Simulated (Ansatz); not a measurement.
# Run report: SnSiH3F3, molecular dynamics (part 1 of 2)

The run: molecular dynamics of SnSiH3F3, SMILES F[Si](F)(F)[SnH3]. Method and program: RKS BLYP-d3bj/def2-SVP (Ansatz 0.2.0).

The geometry comes from this level: PBE0-D4/def2-TZVP. Figures and captions count atoms from 1; the log counts them from 0 in places.

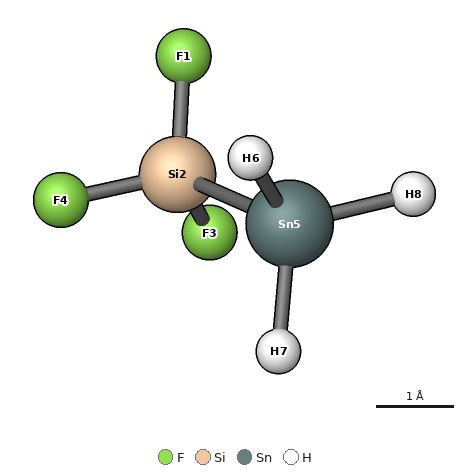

Figure 1. The structure as given in the input (ball-and-stick view, seen at a tilt; atoms are numbered from 1 in the order of the input). Sticks mark near contacts. Bond lengths as drawn: F–Si 1.58 Å, H–Sn 1.70 Å and Si–Sn 2.55 Å.

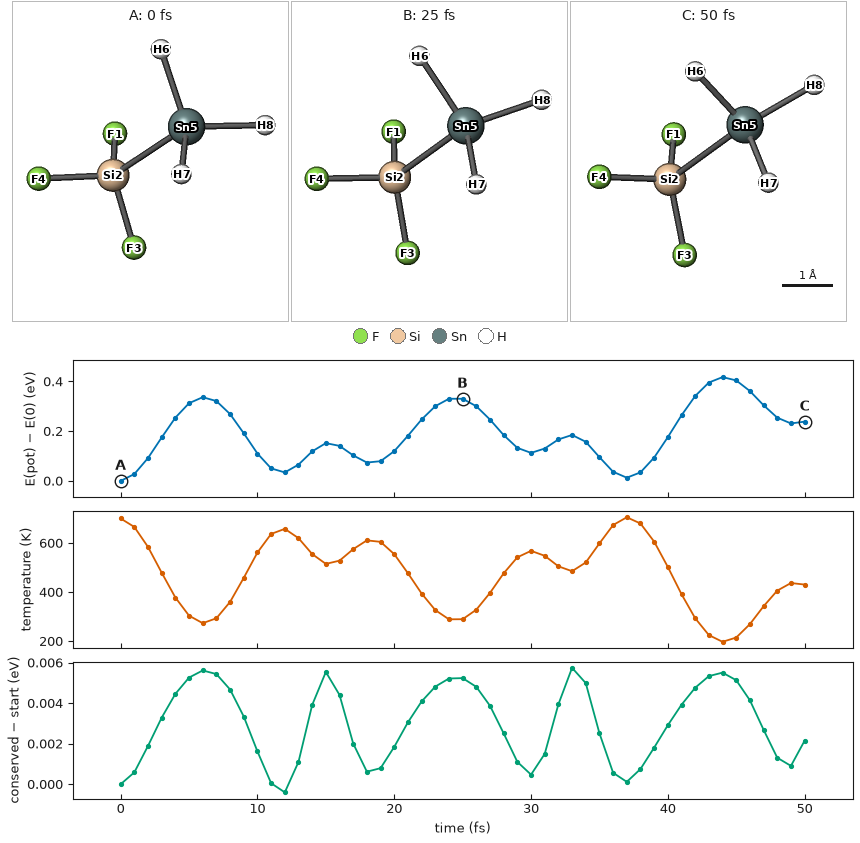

Figure 2. Frames of the molecular dynamics (ball-and-stick, seen at an oblique angle) above the curves, on which the letters mark them. The trajectory kept here has 51 frames over 50 fs. The temperature starts at 700 K, ranges from 197 to 705 K and averages 447 K over the second half. The potential energy ends 0.238 eV above its first value. The conserved quantity stays within 0.0061 eV. After an unweighted best fit of the last frame on the first, the root-mean-square displacement is 0.37 Å.

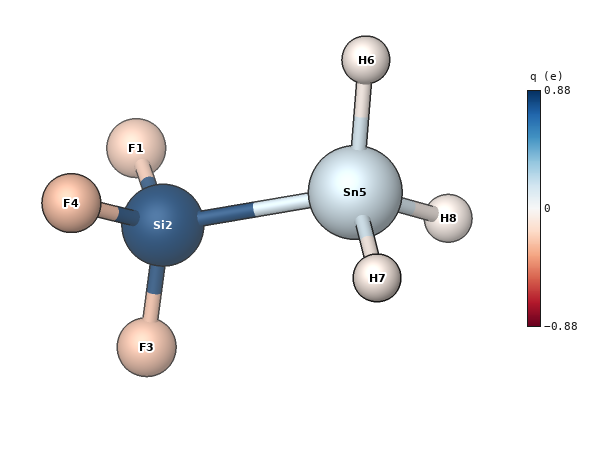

Figure 3. Mulliken charges, as the colour of each atom (ball-and-stick view, seen at a tilt; atoms are numbered from 1 in the order of the input). By element: F −0.28 to −0.25, Si +0.84, Sn +0.17 and H −0.07 to −0.06 e.

These pictures come from the run below.

**The input**
```yaml
crystal:
  periodic: [false, false, false]
  atoms:
    - {symbol: F, position_ang: [0.564003, -1.688037, 1.562503]}
    - {symbol: Si, position_ang: [0.853529, -0.921738, 0.208342]}
    - {symbol: F, position_ang: [0.855517, -2.009689, -0.941066]}
    - {symbol: F, position_ang: [2.329657, -0.359708, 0.307970]}
    - {symbol: Sn, position_ang: [-0.850244, 0.929420, -0.227557]}
    - {symbol: H, position_ang: [-0.791368, 2.049139, 1.051768]}
    - {symbol: H, position_ang: [-0.466145, 1.702641, -1.693335]}
    - {symbol: H, position_ang: [-2.402748, 0.240771, -0.324525]}
basis:
  gaussian: {orbitals: def2-SVP}
hamiltonian: {xc: {name: BLYP}, dispersion: d3bj}
md: {timestep: 1 fs, n_steps: 50, ensemble: nvt_nose_hoover, temperature: 700, initial_velocities: maxwell_boltzmann, seed: 543}
```

Launched with:
```bash
ansatz run in.yaml --threads 4 --pin off --events-out ev --progress --plain --max-ram 10444MiB
```

**The program's output**
```
Functional definition: BLYP
  name "BLYP"
  cite "Becke, Phys. Rev. A 38, 3098 (1988) doi:10.1103/PhysRevA.38.3098"
  cite "Lee, Yang & Parr, Phys. Rev. B 37, 785 (1988) doi:10.1103/PhysRevB.37.785"
  parameter beta = 0.0042
  parameter a = 0.04918
  parameter b = 0.132
  parameter c = 0.2533
  parameter d = 0.349
  exchange = b88_x(beta = beta)
  correlation = lyp_c(a = a, b = b, c = c, d = d)
1105 factors; their error is unknown
mean field evaluation 1: about -21896.4279 eV, gradient 5.6e1 eV
mean field evaluation 2: about -21882.6660 eV, gradient 1.1e2 eV
mean field evaluation 4: about -21901.3525 eV, gradient 9.2e-1 eV
mean field evaluation 8: about -21901.2999 eV, gradient 1.6e-2 eV
mean field -21901.29987677 eV, -804.8579252369 hartree, gradient 7.7e-5 eV, S^2 0.000000; 0 other end points of the search recorded, 0 dependent functions left out
the calculation of the forces begins
reference -21901.30023545 eV, -804.8579384183 hartree; 33, 33 occupied and 68, 68 virtual orbitals, 1105 factors
md step     0: t =     0.00 fs  T =   700.0 K  F+E_penalty+E_count = -21901.65376270 eV  E_kin = 0.542892 eV  conserved = -21901.11087071 eV  (24 SCF iters)
these checks for a lower state are left out or cut short: starts, cluster_reference, orbital_swaps, neighbouring_geometries, increment
1105 factors; their error is unknown
mean field evaluation 16: about -21901.3289 eV, gradient 1.3e-2 eV
mean field -21901.27290951 eV, -804.8569342084 hartree, gradient 2.1e-5 eV, S^2 0.000000; 0 other end points of the search recorded, 0 dependent functions left out
the calculation of the forces begins
reference -21901.27326943 eV, -804.8569474354 hartree; 33, 33 occupied and 68, 68 virtual orbitals, 1105 factors
md step     1: t =     1.00 fs  T =   665.4 K  F+E_penalty+E_count = -21901.62635492 eV  E_kin = 0.516071 eV  conserved = -21901.11028454 eV  (27 SCF iters, 3 dispersion substeps)
[... from here on the SCF iterations and repeated set-up lines of each step are left out, up to the last step ...]
md step     2: t =     2.00 fs  T =   583.9 K  F+E_penalty+E_count = -21901.56183705 eV  E_kin = 0.452864 eV  conserved = -21901.10897983 eV  (27 SCF iters, 3 dispersion substeps)
md step     3: t =     3.00 fs  T =   479.0 K  F+E_penalty+E_count = -21901.47905667 eV  E_kin = 0.371498 eV  conserved = -21901.10758399 eV  (26 SCF iters, 3 dispersion substeps)
md step     4: t =     4.00 fs  T =   377.8 K  F+E_penalty+E_count = -21901.39936982 eV  E_kin = 0.293019 eV  conserved = -21901.10641204 eV  (27 SCF iters, 3 dispersion substeps)
md step     5: t =     5.00 fs  T =   303.8 K  F+E_penalty+E_count = -21901.34113438 eV  E_kin = 0.235641 eV  conserved = -21901.10560691 eV  (27 SCF iters, 3 dispersion substeps)
md step     6: t =     6.00 fs  T =   273.3 K  F+E_penalty+E_count = -21901.31704233 eV  E_kin = 0.211970 eV  conserved = -21901.10525594 eV  (27 SCF iters, 3 dispersion substeps)
md step     7: t =     7.00 fs  T =   293.3 K  F+E_penalty+E_count = -21901.33260965 eV  E_kin = 0.227454 eV  conserved = -21901.10543427 eV  (26 SCF iters, 3 dispersion substeps)
md step     8: t =     8.00 fs  T =   360.0 K  F+E_penalty+E_count = -21901.38501081 eV  E_kin = 0.279232 eV  conserved = -21901.10619688 eV  (27 SCF iters, 3 dispersion substeps)
md step     9: t =     9.00 fs  T =   458.2 K  F+E_penalty+E_count = -21901.46227840 eV  E_kin = 0.355370 eV  conserved = -21901.10753223 eV  (27 SCF iters, 3 dispersion substeps)
md step    10: t =    10.00 fs  T =   561.4 K  F+E_penalty+E_count = -21901.54374645 eV  E_kin = 0.435399 eV  conserved = -21901.10925326 eV  (27 SCF iters, 3 dispersion substeps)
md step    11: t =    11.00 fs  T =   637.0 K  F+E_penalty+E_count = -21901.60357162 eV  E_kin = 0.494007 eV  conserved = -21901.11082226 eV  (26 SCF iters, 3 dispersion substeps)
md step    12: t =    12.00 fs  T =   657.7 K  F+E_penalty+E_count = -21901.61971651 eV  E_kin = 0.510091 eV  conserved = -21901.11127276 eV  (27 SCF iters, 3 dispersion substeps)
md step    13: t =    13.00 fs  T =   619.8 K  F+E_penalty+E_count = -21901.58844503 eV  E_kin = 0.480714 eV  conserved = -21901.10976975 eV  (27 SCF iters, 3 dispersion substeps)
md step    14: t =    14.00 fs  T =   555.0 K  F+E_penalty+E_count = -21901.53501146 eV  E_kin = 0.430461 eV  conserved = -21901.10696086 eV  (28 SCF iters, 3 dispersion substeps)
md step    15: t =    15.00 fs  T =   514.9 K  F+E_penalty+E_count = -21901.50188977 eV  E_kin = 0.399325 eV  conserved = -21901.10533082 eV  (27 SCF iters, 3 dispersion substeps)
md step    16: t =    16.00 fs  T =   528.1 K  F+E_penalty+E_count = -21901.51289255 eV  E_kin = 0.409563 eV  conserved = -21901.10646427 eV  (28 SCF iters, 3 dispersion substeps)
md step    17: t =    17.00 fs  T =   575.0 K  F+E_penalty+E_count = -21901.55125858 eV  E_kin = 0.445940 eV  conserved = -21901.10886339 eV  (29 SCF iters, 3 dispersion substeps)
md step    18: t =    18.00 fs  T =   610.8 K  F+E_penalty+E_count = -21901.57994517 eV  E_kin = 0.473696 eV  conserved = -21901.11025298 eV  (27 SCF iters, 3 dispersion substeps)
md step    19: t =    19.00 fs  T =   604.8 K  F+E_penalty+E_count = -21901.57461178 eV  E_kin = 0.469021 eV  conserved = -21901.11007866 eV  (27 SCF iters, 3 dispersion substeps)
md step    20: t =    20.00 fs  T =   554.6 K  F+E_penalty+E_count = -21901.53417266 eV  E_kin = 0.430107 eV  conserved = -21901.10902847 eV  (27 SCF iters, 3 dispersion substeps)
md step    21: t =    21.00 fs  T =   476.9 K  F+E_penalty+E_count = -21901.47230014 eV  E_kin = 0.369887 eV  conserved = -21901.10781595 eV  (28 SCF iters, 3 dispersion substeps)
md step    22: t =    22.00 fs  T =   394.2 K  F+E_penalty+E_count = -21901.40672377 eV  E_kin = 0.305733 eV  conserved = -21901.10678688 eV  (29 SCF iters, 3 dispersion substeps)
md step    23: t =    23.00 fs  T =   326.6 K  F+E_penalty+E_count = -21901.35322846 eV  E_kin = 0.253323 eV  conserved = -21901.10605254 eV  (30 SCF iters, 3 dispersion substeps)
md step    24: t =    24.00 fs  T =   289.0 K  F+E_penalty+E_count = -21901.32331683 eV  E_kin = 0.224137 eV  conserved = -21901.10565261 eV  (31 SCF iters, 3 dispersion substeps)
md step    25: t =    25.00 fs  T =   289.4 K  F+E_penalty+E_count = -21901.32329348 eV  E_kin = 0.224466 eV  conserved = -21901.10563357 eV  (30 SCF iters, 3 dispersion substeps)
md step    26: t =    26.00 fs  T =   328.3 K  F+E_penalty+E_count = -21901.35345847 eV  E_kin = 0.254584 eV  conserved = -21901.10606508 eV  (30 SCF iters, 3 dispersion substeps)
md step    27: t =    27.00 fs  T =   396.8 K  F+E_penalty+E_count = -21901.40705567 eV  E_kin = 0.307729 eV  conserved = -21901.10699983 eV  (29 SCF iters, 3 dispersion substeps)
md step    28: t =    28.00 fs  T =   476.5 K  F+E_penalty+E_count = -21901.46966757 eV  E_kin = 0.369591 eV  conserved = -21901.10836215 eV  (28 SCF iters, 3 dispersion substeps)
md step    29: t =    29.00 fs  T =   541.8 K  F+E_penalty+E_count = -21901.52091961 eV  E_kin = 0.420178 eV  conserved = -21901.10976786 eV  (28 SCF iters, 3 dispersion substeps)
md step    30: t =    30.00 fs  T =   568.0 K  F+E_penalty+E_count = -21901.54109134 eV  E_kin = 0.440548 eV  conserved = -21901.11039859 eV  (28 SCF iters, 3 dispersion substeps)
md step    31: t =    31.00 fs  T =   548.0 K  F+E_penalty+E_count = -21901.52363707 eV  E_kin = 0.424971 eV  conserved = -21901.10937446 eV  (27 SCF iters, 3 dispersion substeps)
md step    32: t =    32.00 fs  T =   504.9 K  F+E_penalty+E_count = -21901.48701128 eV  E_kin = 0.391619 eV  conserved = -21901.10692705 eV  (28 SCF iters, 3 dispersion substeps)
md step    33: t =    33.00 fs  T =   485.1 K  F+E_penalty+E_count = -21901.46905216 eV  E_kin = 0.376260 eV  conserved = -21901.10512634 eV  (28 SCF iters, 3 dispersion substeps)
md step    34: t =    34.00 fs  T =   520.6 K  F+E_penalty+E_count = -21901.49647973 eV  E_kin = 0.403772 eV  conserved = -21901.10588006 eV  (28 SCF iters, 3 dispersion substeps)
md step    35: t =    35.00 fs  T =   598.4 K  F+E_penalty+E_count = -21901.55835140 eV  E_kin = 0.464126 eV  conserved = -21901.10835640 eV  (28 SCF iters, 3 dispersion substeps)
md step    36: t =    36.00 fs  T =   673.2 K  F+E_penalty+E_count = -21901.61718515 eV  E_kin = 0.522116 eV  conserved = -21901.11030591 eV  (28 SCF iters, 3 dispersion substeps)
md step    37: t =    37.00 fs  T =   704.9 K  F+E_penalty+E_count = -21901.64099466 eV  E_kin = 0.546684 eV  conserved = -21901.11075522 eV  (27 SCF iters, 3 dispersion substeps)
md step    38: t =    38.00 fs  T =   679.6 K  F+E_penalty+E_count = -21901.61951479 eV  E_kin = 0.527056 eV  conserved = -21901.11012154 eV  (25 SCF iters, 3 dispersion substeps)
md step    39: t =    39.00 fs  T =   605.7 K  F+E_penalty+E_count = -21901.56002461 eV  E_kin = 0.469762 eV  conserved = -21901.10906452 eV  (27 SCF iters, 3 dispersion substeps)
md step    40: t =    40.00 fs  T =   502.4 K  F+E_penalty+E_count = -21901.47782023 eV  E_kin = 0.389661 eV  conserved = -21901.10795854 eV  (28 SCF iters, 3 dispersion substeps)
md step    41: t =    41.00 fs  T =   391.5 K  F+E_penalty+E_count = -21901.38993864 eV  E_kin = 0.303616 eV  conserved = -21901.10694814 eV  (28 SCF iters, 3 dispersion substeps)
md step    42: t =    42.00 fs  T =   293.3 K  F+E_penalty+E_count = -21901.31226195 eV  E_kin = 0.227437 eV  conserved = -21901.10610874 eV  (28 SCF iters, 3 dispersion substeps)
md step    43: t =    43.00 fs  T =   224.7 K  F+E_penalty+E_count = -21901.25799953 eV  E_kin = 0.174272 eV  conserved = -21901.10553495 eV  (29 SCF iters, 3 dispersion substeps)
md step    44: t =    44.00 fs  T =   197.4 K  F+E_penalty+E_count = -21901.23616813 eV  E_kin = 0.153064 eV  conserved = -21901.10536275 eV  (29 SCF iters, 3 dispersion substeps)
md step    45: t =    45.00 fs  T =   214.7 K  F+E_penalty+E_count = -21901.24952016 eV  E_kin = 0.166506 eV  conserved = -21901.10573723 eV  (28 SCF iters, 3 dispersion substeps)
md step    46: t =    46.00 fs  T =   269.4 K  F+E_penalty+E_count = -21901.29232960 eV  E_kin = 0.208900 eV  conserved = -21901.10672820 eV  (27 SCF iters, 3 dispersion substeps)
md step    47: t =    47.00 fs  T =   342.2 K  F+E_penalty+E_count = -21901.34950761 eV  E_kin = 0.265381 eV  conserved = -21901.10818345 eV  (27 SCF iters, 3 dispersion substeps)
md step    48: t =    48.00 fs  T =   406.0 K  F+E_penalty+E_count = -21901.39943239 eV  E_kin = 0.314885 eV  conserved = -21901.10956539 eV  (27 SCF iters, 3 dispersion substeps)
md step    49: t =    49.00 fs  T =   436.9 K  F+E_penalty+E_count = -21901.42266879 eV  E_kin = 0.338837 eV  conserved = -21901.10996586 eV  (27 SCF iters, 3 dispersion substeps)
these checks for a lower state are left out or cut short: starts, cluster_reference, orbital_swaps, neighbouring_geometries, increment
1105 factors; their error is unknown
mean field -21901.07486164 eV, -804.8496560837 hartree, gradient 1.9e-5 eV, S^2 0.000000; 0 other end points of the search recorded, 0 dependent functions left out
the calculation of the forces begins
reference -21901.07522267 eV, -804.8496693512 hartree; 33, 33 occupied and 68, 68 virtual orbitals, 1105 factors
1105 factors; their error is unknown
mean field evaluation 416: about -21901.0749 eV, gradient 7.8e-4 eV
mean field -21901.07486164 eV, -804.8496560837 hartree, gradient 1.9e-5 eV, S^2 0.000000; 1 other end points of the search recorded, 0 dependent functions left out
the calculation of the forces begins
reference -21901.07522267 eV, -804.8496693512 hartree; 33, 33 occupied and 68, 68 virtual orbitals, 1105 factors
md step    50: t =    50.00 fs  T =   430.6 K  F+E_penalty+E_count = -21901.41539046 eV  E_kin = 0.333981 eV  conserved = -21901.10872182 eV  (26 SCF iters, 3 dispersion substeps)
Total energy: -21901.41575149 eV, -804.8621835545 hartree
Atom 0 at     0.536475    -1.780353     1.561428 Å, force    -0.219353    -1.299979     2.103116 eV/Å
Atom 1 at     0.898313    -1.083437     0.210774 Å, force    -1.560882     2.122999    -2.497321 eV/Å
Atom 2 at     1.058730    -2.202270    -0.959604 Å, force     0.049094    -0.051789     0.150088 eV/Å
Atom 3 at     2.261170    -0.250345     0.299251 Å, force     1.149694     0.131033     0.230396 eV/Å
Atom 4 at    -0.877948     0.992736    -0.223972 Å, force     0.600404    -1.140226     1.294424 eV/Å
Atom 5 at    -0.219646     2.391404     0.542595 Å, force     0.030918     0.011144     0.109545 eV/Å
Atom 6 at    -0.973884     1.289432    -1.829244 Å, force    -0.072250     0.259251    -1.463752 eV/Å
Atom 7 at    -2.472322     0.668801     0.364623 Å, force     0.022376    -0.032434     0.073504 eV/Å
Dipole moment:    -0.181244     0.141938    -0.013371 e Å
```

**Trajectory as extended XYZ (Å, eV, eV/Å), 25 of the 51 frames kept, from step=0 to step=50**
```
8
Properties=species:S:1:pos:R:3:forces:R:3 step=0 time_fs=0.0 energy=-21901.65376 temperature=700.0
F     0.5640   -1.6880    1.5625   -0.3808  -0.8139   1.5243
Si    0.8535   -0.9217    0.2083   -1.0190   1.1082  -0.2611
F     0.8555   -2.0097   -0.9411   -0.0500  -1.1790  -1.3186
F     2.3297   -0.3597    0.3080    1.6243   0.6953   0.0999
Sn   -0.8502    0.9294   -0.2276    0.1047  -0.1138   0.0269
H    -0.7914    2.0491    1.0518   -0.0029   0.2520   0.2648
H    -0.4661    1.7026   -1.6933    0.0656   0.1789  -0.3119
H    -2.4027    0.2408   -0.3245   -0.3419  -0.1278  -0.0243
8
Properties=species:S:1:pos:R:3:forces:R:3 step=2 time_fs=2.0 energy=-21901.56184 temperature=583.9
F     0.5693   -1.6853    1.5463   -0.6317  -1.4353   2.6570
Si    0.8478   -0.9277    0.2195   -0.7578   1.5230  -1.6595
F     0.8697   -2.0166   -0.9381   -0.0884  -1.0214  -1.1491
F     2.3225   -0.3612    0.3052    1.6652   0.7549   0.1364
Sn   -0.8513    0.9319   -0.2271    0.2801   0.3462  -0.7685
H    -0.7180    2.0345    1.0881   -0.0715   0.1510   0.0058
H    -0.4747    1.7136   -1.8111   -0.1774  -0.3085   0.7729
H    -2.4117    0.2282   -0.3049   -0.2185  -0.0100   0.0050
8
Properties=species:S:1:pos:R:3:forces:R:3 step=4 time_fs=4.0 energy=-21901.39937 temperature=377.8
F     0.5734   -1.6855    1.5355   -0.8220  -1.9299   3.5474
Si    0.8410   -0.9316    0.2284   -0.3811   1.7742  -2.8698
F     0.8838   -2.0255   -0.9375   -0.1336  -0.7813  -0.8956
F     2.3186   -0.3611    0.3027    1.5404   0.7525   0.1593
Sn   -0.8523    0.9344   -0.2269    0.2290   0.5442  -1.0192
H    -0.6474    2.0255    1.1247   -0.1612   0.0074  -0.2791
H    -0.4898    1.7135   -1.9006   -0.2642  -0.5028   1.3208
H    -2.4288    0.2152   -0.2851   -0.0075   0.1356   0.0362
```
